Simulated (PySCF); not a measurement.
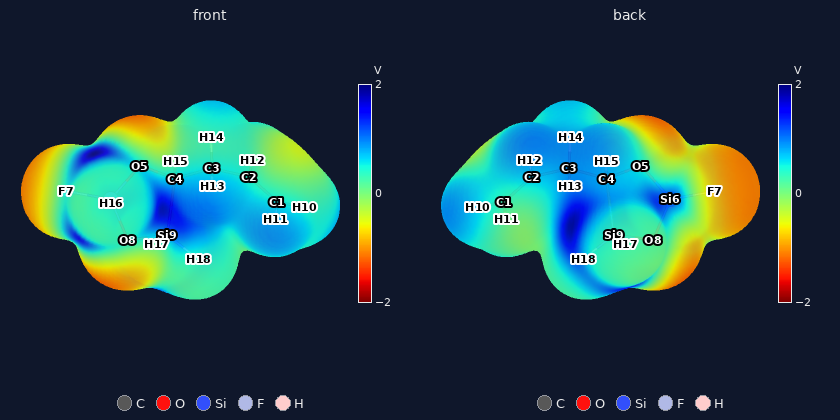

*C4H9FO2Si2. The molecular electrostatic potential painted on the density surface at 0.002 e/bohr³, seen from the front and from behind; red is negative and blue positive.*

Geometry: GFN2-xTB.

These are results of PBE0/pcSseg-1, SCF density, gas phase, non-relativistic (PySCF 2.14.0), not measurements.

Input file:

```
{"job": {"kind": "nmr", "xc": "PBE0", "basis": "pcSseg-1"}, "charge": 0, "multiplicity": 1}
C      2.849198    -0.490147    -0.845156
C      2.088293     0.266665    -0.076990
C      0.815149    -0.179794     0.561960
C     -0.367506     0.678596     0.097465
O     -1.526467     0.324912     0.856860
Si    -2.724246    -0.436721     0.096672
F     -4.082952     0.370510     0.316009
O     -2.280658    -0.305167    -1.470921
Si    -0.847525     0.419000    -1.757905
H      3.763873    -0.125005    -1.279675
H      2.593606    -1.514050    -1.061851
H      2.370840     1.290882     0.129323
H      0.612281    -1.226748     0.327038
H      0.898935    -0.086457     1.649444
H     -0.157516     1.725015     0.345920
H     -2.914636    -1.820978     0.435374
H     -1.089896     1.680568    -2.441826
H     -0.009534    -0.564761    -2.422918
```

Run with:

```sh
OMP_NUM_THREADS=1 python probes_run.py task.json out
```

Q: Which sites attract a positive test charge, and which a negative one?

A: A positive charge is drawn to the negative regions and a negative charge to the positive ones. The most negative region (about −1.2 V) lies over O5 and O8, the most positive (about +1.8 V) over Si6 and Si9.

Q: What dipole moment does the calculation give?

A: Its dipole moment is 2.88 D.
